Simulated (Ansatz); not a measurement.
# H3O: the cost of one run

All numbers below are computed with Ansatz 0.2.0 (RKS PBE0-D4/def2-TZVP).

## 1. The system as given

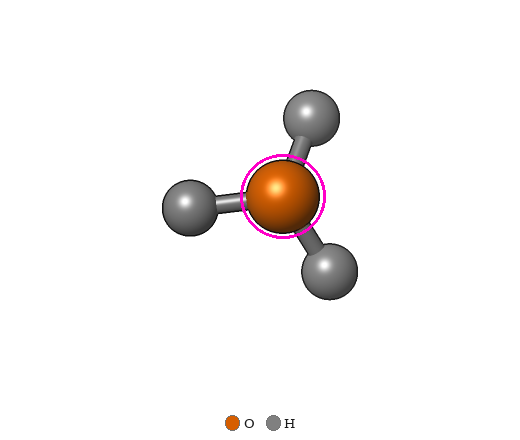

Start, viewed from a chosen angle; oxygen orange, hydrogen grey. Ringed: O1.

Structure file:

```xyz
4

O     0.1961   -0.0610   -0.0569
H     0.2142    0.9194    0.0165
H    -0.4134   -0.3666   -0.7657
H     0.0031   -0.4918    0.8061
```

## 2. Relaxing end A

File input.yaml:

```yaml
crystal:
  periodic: [false, false, false]
  atoms:
    - { symbol: O, position_ang: [0.19605, -0.06102, -0.0569] }
    - { symbol: H, position_ang: [0.21423, 0.91944, 0.01647] }
    - { symbol: H, position_ang: [-0.41341, -0.36662, -0.76568] }
    - { symbol: H, position_ang: [0.00313, -0.4918, 0.80612] }
total_charge: 1
basis:
  gaussian: { orbitals: def2-TZVP }
hamiltonian:
  xc: pbe0
  dispersion: d4
relax:
  f_tol: 0.015
  max_steps: 40
```

Run with:

```sh
> ansatz run input.yaml --threads 1 --pin off --max-ram 2048MiB --backend cpu --events-out ev --progress --plain --runs-dir out
```

Q: Estimate wall time and peak memory on 1 thread of Arm Neoverse V1, shared host.

About 1.7 s, with a peak of 0.08 GiB.
